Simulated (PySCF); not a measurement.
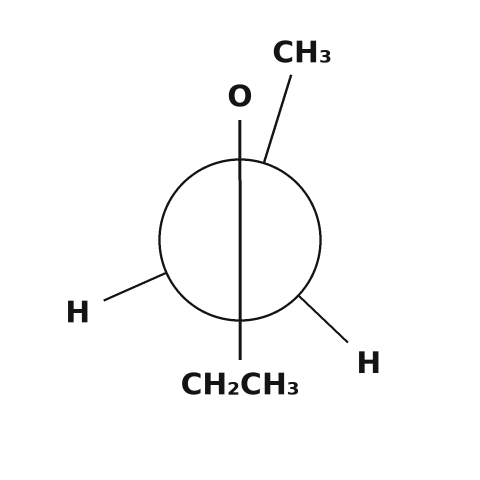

A Newman projection along the C–C bond, carbon in front; angles are drawn as computed, but eclipsed bonds slightly apart. The computed structure is the end point of a PBE0-D3(BJ)/def2-TZVP optimisation. No frequency run is at hand to confirm it as a minimum.

Which molecule is it?

Answer. C5H10O, CCC(=O)CC

What is the torsion angle from the front O to the back CH3? The sign is positive where the front bond must turn clockwise to cover the back bond.

Answer. 9°, synperiplanar (eclipsed).
